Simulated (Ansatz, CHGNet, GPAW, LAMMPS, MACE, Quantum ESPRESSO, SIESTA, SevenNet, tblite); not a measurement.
**Other levels on liquid ethanol at 300 K (108 atoms)**

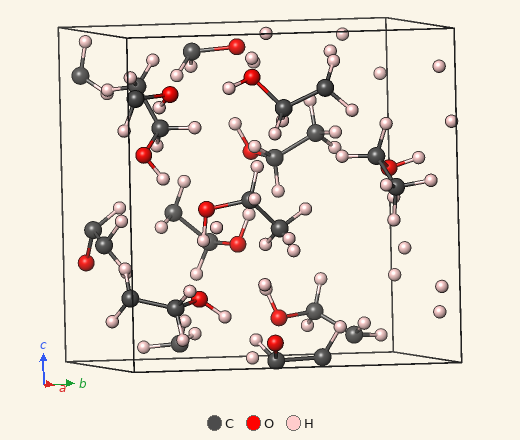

The cell (carbon dark grey, oxygen red, hydrogen pink). Bonds to atoms that aren't drawn are left out. Some periodic images of atoms are drawn too.

Density of this cell: 0.790 g/cm³. The cell holds 108 atoms: 24 C, 12 O and 72 H. Its edges and angles: a = 10.513 Å, b = 10.513 Å, c = 10.513 Å, α = 90.0°, β = 90.0°, γ = 90.0°. 12 ethanol placed at random, at 0.79 g/cm³; overlaps pushed apart, then 10 ps at 450 K with MMFF94 bonds, angles, torsions, charges and radii (Halgren, J. Comput. Chem. 17, 490 (1996)) in harmonic and 12-6 forms. Snapshot after 20 ps at 300 K and fixed volume.

Geometry: as built.

The reference, a calculation:

- method: Kohn-Sham DFT, PBE, PAW, plane waves (Ansatz 0.2.0); cutoff 420 eV, Γ point, fermi-dirac smearing of 0.05 eV; PAW set soft_2
- r.m.s. force component: 0.8078 eV/Å
- longest force: 3.64 eV/Å
- pressure: 2.451 GPa
- gap (highest filled to lowest empty level): 4.514 eV
- SCF cycles: 9
- time: 8.5 s on 4 threads of Arm Neoverse V2, shared host
- CPU time: 31 s

Runs, in no order:
A. SIESTA PBE, DZP, shift 0.01 Ry, mesh 500 Ry: Kohn-Sham DFT, PBE, PseudoDojo 0.4.1 norm-conserving pseudopotentials (converted to PSML), numerical atomic orbitals (DZP), diagonalisation
B. QE PBE, sssp-1.3.0-efficiency, 60/480 Ry: Kohn-Sham DFT, PBE, SSSP efficiency 1.3.0 pseudopotentials, plane waves
C. QE PBE, gbrv-1.5, 40/200 Ry: Kohn-Sham DFT, PBE, GBRV 1.5 ultrasoft pseudopotentials, plane waves
D. SIESTA PBE, DZ, shift 0.01 Ry, mesh 500 Ry: Kohn-Sham DFT, PBE, PseudoDojo 0.4.1 norm-conserving pseudopotentials (converted to PSML), numerical atomic orbitals (DZ), diagonalisation
E. tblite GFN1-xTB: GFN1-xTB tight binding, diagonalisation

**Question.** Rank the runs by how far their forces lie from the reference's, least first.

B, C, E, A, D.

| run | Δ force, r.m.s. (meV/Å) | share of r.m.s. force (%) | CPU time |
| --- | --- | --- | --- |
| B. QE PBE, sssp-1.3.0-efficiency, 60/480 Ry | 16.8 | 2.08 | 3.4 min |
| C. QE PBE, gbrv-1.5, 40/200 Ry | 144 | 17.8 | 81 s |
| E. tblite GFN1-xTB | 224 | 27.8 | 1.9 s |
| A. SIESTA PBE, DZP, shift 0.01 Ry, mesh 500 Ry | 339 | 42.0 | 2.5 min |
| D. SIESTA PBE, DZ, shift 0.01 Ry, mesh 500 Ry | 476 | 58.9 | 70 s |

Periodic xTB results under one method name differ between programs and library versions. With short bonds to hydrogen, sets of potentials differ among themselves by several per cent in forces even at converged cutoffs, so the reference isn't exact here either. GBRV, made for solids, lies farthest in such cells, whatever the cutoff. The network of contacts between molecules at the start is that of the classical potential that made the cell, and needn't be the one that DFT or experiment would give. The electronic-structure runs sample only Γ, in a cell whose shortest periodic width is 11 Å.

[Hosts, paths, dates, database ids (printed as entryN), source tags and the programs' standing remarks are cut or masked in the printed files.]

[The MMFF94 radii named for the starting cell were scaled by 0.96; in molecules described by MMFF94, hydrogen bound to N, O or S took a small fixed 12-6 site in their place.]
